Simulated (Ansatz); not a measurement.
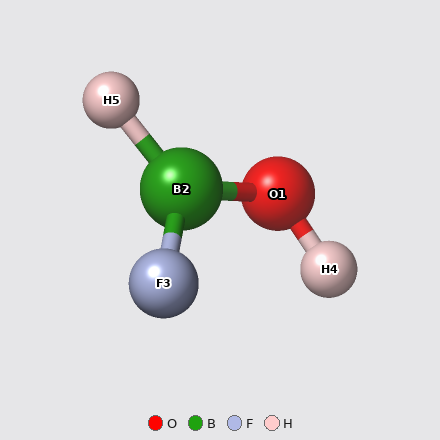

The system is BFH2O, SMILES OBF; the picture shows the reference structure. 
- First axis: bond length B2–H5. Second axis: angle H5–B2–F3.
- Nothing is relaxed (all other coordinates rigid).
- The scan uses a 15 × 15 grid.
- Points are written as (first, second).
- Energies are in kJ/mol, from the lowest grid point.
- The reference is spin-restricted, which grows unreliable where a bond is stretched far.
- These are results of Ansatz 0.2.0, RKS PBE0-D4/def2-TZVP, not measurements.

Its coordinates:

```tsv
atom	x (Å)	y (Å)	z (Å)
O	-0.8662	-0.6370	-0.0081
B	0.3711	-0.1323	0.1394
F	0.6388	1.1134	-0.2489
H	-1.4876	-0.0175	-0.4049
H	1.2353	-0.7982	0.6190
```

Range: bond length B2–H5 from 0.977 to 1.788 Å; angle H5–B2–F3 from 84.6 to 154.6°.

Q: What landscape does the calculation give?

A: The lowest grid point is at (1.209 Å, 119.6°). No other kind of well shows on this grid. The highest grid point, (1.788 Å, 84.6°), lies 262 kJ/mol above the lowest. Round the minimum the two coordinates are nearly uncoupled.

| angle H5–B2–F3 ↓, bond length B2–H5 → | 0.977 | 1.035 | 1.093 | 1.151 | 1.209 | 1.267 | 1.325 | 1.382 | 1.440 | 1.498 | 1.556 | 1.614 | 1.672 | 1.730 | 1.788 |
| --- | --- | --- | --- | --- | --- | --- | --- | --- | --- | --- | --- | --- | --- | --- | --- |
| 154.6 | 204 | 160 | 132 | 117 | 112 | 114 | 122 | 133 | 147 | 164 | 182 | 201 | 220 | 240 | 260 |
| 149.6 | 170 | 126 | 99 | 85 | 81 | 84 | 93 | 105 | 120 | 138 | 157 | 177 | 197 | 218 | 238 |
| 144.6 | 141 | 98 | 72 | 59 | 56 | 60 | 69 | 82 | 98 | 116 | 136 | 157 | 178 | 200 | 221 |
| 139.6 | 119 | 76 | 51 | 38 | 35 | 40 | 50 | 63 | 80 | 99 | 119 | 141 | 163 | 185 | 207 |
| 134.6 | 101 | 59 | 34 | 22 | 20 | 25 | 35 | 49 | 66 | 86 | 107 | 129 | 151 | 174 | 197 |
| 129.6 | 89 | 47 | 22 | 11 | 9 | 14 | 25 | 39 | 57 | 77 | 98 | 120 | 143 | 166 | 189 |
| 124.6 | 82 | 40 | 16 | 4 | 2 | 8 | 19 | 33 | 51 | 71 | 93 | 115 | 138 | 161 | 185 |
| 119.6 | 79 | 38 | 13 | 2 | 0 | 6 | 17 | 31 | 49 | 69 | 91 | 113 | 137 | 160 | 183 |
| 114.6 | 82 | 40 | 16 | 4 | 2 | 8 | 19 | 33 | 51 | 71 | 93 | 115 | 138 | 161 | 185 |
| 109.6 | 89 | 47 | 22 | 11 | 9 | 14 | 25 | 39 | 57 | 77 | 98 | 120 | 143 | 166 | 189 |
| 104.6 | 101 | 59 | 34 | 22 | 20 | 25 | 35 | 50 | 67 | 86 | 107 | 129 | 152 | 174 | 197 |
| 99.6 | 118 | 76 | 51 | 38 | 36 | 40 | 50 | 64 | 81 | 100 | 120 | 142 | 164 | 186 | 208 |
| 94.6 | 141 | 98 | 73 | 60 | 56 | 60 | 70 | 83 | 99 | 117 | 137 | 158 | 179 | 201 | 222 |
| 89.6 | 170 | 126 | 100 | 86 | 82 | 86 | 94 | 107 | 122 | 140 | 159 | 178 | 199 | 220 | 240 |
| 84.6 | 204 | 160 | 133 | 119 | 114 | 117 | 124 | 136 | 150 | 167 | 185 | 203 | 223 | 243 | 262 |

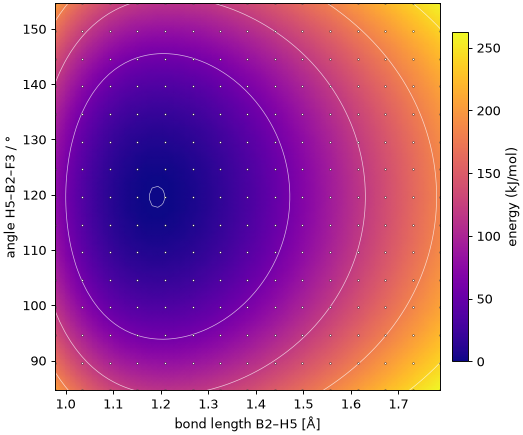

In the figure: a smooth colour map with a few white contour lines, dots at the grid points. Between grid points the surface is interpolated.

Each point was launched as `ansatz run input.yaml --threads 1 --pin off --max-ram 2560MiB --backend cpu --events-out ev --progress --plain --runs-dir out`. The whole map (225 points run) took 6 min on 1 thread of Arm Neoverse V2 (shared host).
